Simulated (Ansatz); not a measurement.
Consider Al$_{2}$H$_{3}$O (SMILES [O-][AlH][AlH2]) (charge −1).

The calculation's input:

```
crystal:
  periodic: [false, false, false]
  atoms:
    - {symbol: O, position_ang: [-1.120731, -2.005628, 1.288736]}
    - {symbol: Al, position_ang: [-0.597365, -1.269880, -0.078170]}
    - {symbol: Al, position_ang: [0.520598, 1.111700, 0.087171]}
    - {symbol: H, position_ang: [-0.676098, -1.836923, -1.611337]}
    - {symbol: H, position_ang: [1.112024, 2.029595, -1.132224]}
    - {symbol: H, position_ang: [0.761573, 1.971136, 1.445834]}
basis:
  gaussian: {orbitals: "def2-TZVPPD.json"}
total_charge: -1
hamiltonian: {xc: pbe0, dispersion: d4}
output: {orbitals: {seedname: orbitals}}
```

Command:

```sh
ansatz run in.yaml --threads 2 --pin off --events-out ev --progress --plain --max-ram 4352MiB
```

Geometry: PBE0-D4/def2-TZVPD.

Method: RKS PBE0-D4/def2-TZVPPD (Ansatz 0.2.0).

Question: What will maps of the electron density and electron localisation function show?

Answer: Al–O (1.64 Å): ρ at the midpoint is about 1.1 e/Å³; the ELF peaks at about 0.85 in the valence shell of O, 0.6 Å from its nucleus, and is about 0.40 at the midpoint.
Al–Al (2.64 Å): the density is about 0.35 e/Å³ at the midpoint; the ELF peaks at about 1 between the atoms, as expected for a shared electron pair.
Al–H (1.63 Å): ρ at the midpoint is about 0.51 e/Å³; the ELF climbs to about 1 towards the hydrogen.

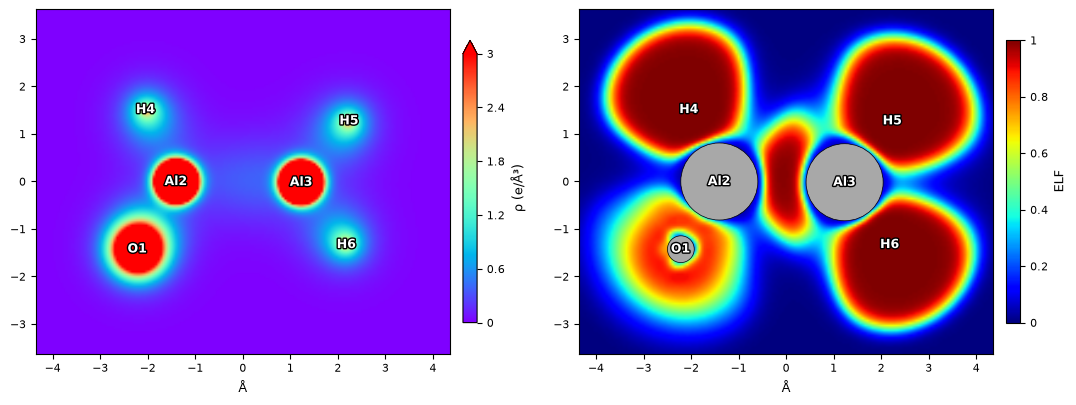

Computed electron density and electron localisation function on the molecular plane, in this order. Grey discs cover the atomic cores in the ELF map. 
